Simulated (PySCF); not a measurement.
C₃HF₂NS (SMILES Fc1cnc(F)s1)

| atom | x (Å) | y (Å) | z (Å) |
| --- | --- | --- | --- |
| F | -2.2352 | 0.8491 | 0.0615 |
| C | -0.9955 | 0.4454 | -0.1718 |
| C | -0.6017 | -0.7806 | -0.5982 |
| N | 0.7395 | -0.9076 | -0.7510 |
| C | 1.3455 | 0.1731 | -0.4551 |
| F | 2.6476 | 0.3232 | -0.5151 |
| S | 0.3507 | 1.5215 | 0.0605 |
| H | -1.2418 | -1.6148 | -0.8120 |

Geometry: GFN2-xTB.

Level of theory: PySCF 2.14.0, WP04/pcSseg-1, SCF density, in a acetonitrile solvent model, non-relativistic.

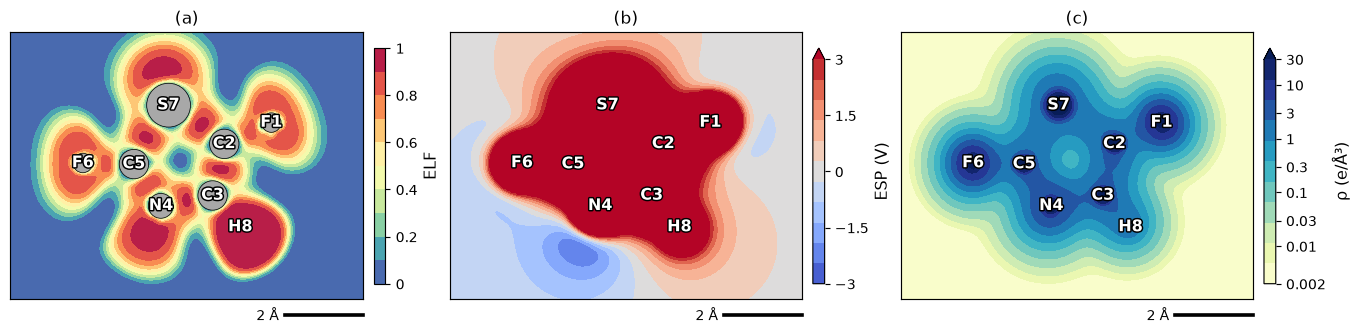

Figure 1. (a) ELF; (b) electrostatic potential; (c) electron density on the molecular plane. Grey discs cover the atomic cores in the ELF map.

Question: Interpret the plot.

Answer: Atoms in the plane: F, C, N, S and H. C–N (1.27 Å): ρ is about 2.8 e/Å³ halfway; the ELF peaks at about 0.90 between the atoms: a covalent bond. C–F (1.31 Å): the density is about 2.5 e/Å³ at the midpoint; the ELF peaks at about 0.85 between the atoms; a polar covalent bond. C–C (1.36 Å): the density is about 2.2 e/Å³ at the midpoint; the ELF peaks at about 0.95 between the atoms (localised, covalent bonding). C–S (1.74 Å): the density is about 1.4 e/Å³ at the midpoint; the ELF peaks at about 0.90 between the atoms: a covalent bond. C–H (1.07 Å): ρ at the midpoint is about 2.2 e/Å³; the ELF climbs to about 1 towards the hydrogen, as it does in any bond to H: an ordinary covalent bond to hydrogen. The ELF also peaks beside N4, F6, F1 and S7, away from the bonds: lone-pair regions. Outside the dense part of the molecule the potential is most negative (−2.4 V) near N4.

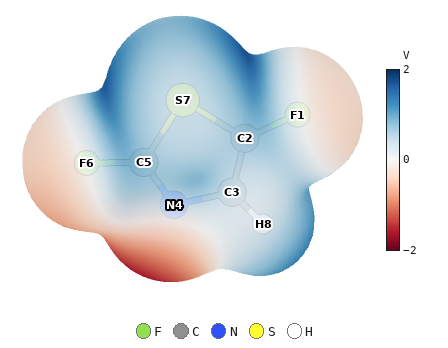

Figure 2. The electrostatic potential painted on the density surface at 0.002 e/bohr³, seen at a tilt; red is negative and blue positive.

Question: Which sites attract a positive test charge, and which a negative one?

Answer: A positive charge is drawn to the negative regions and a negative charge to the positive ones. The most negative region (about −1.7 V) lies over N4, the most positive (about +1.6 V) over S7. N4 is the likeliest acceptor of a hydrogen bond.
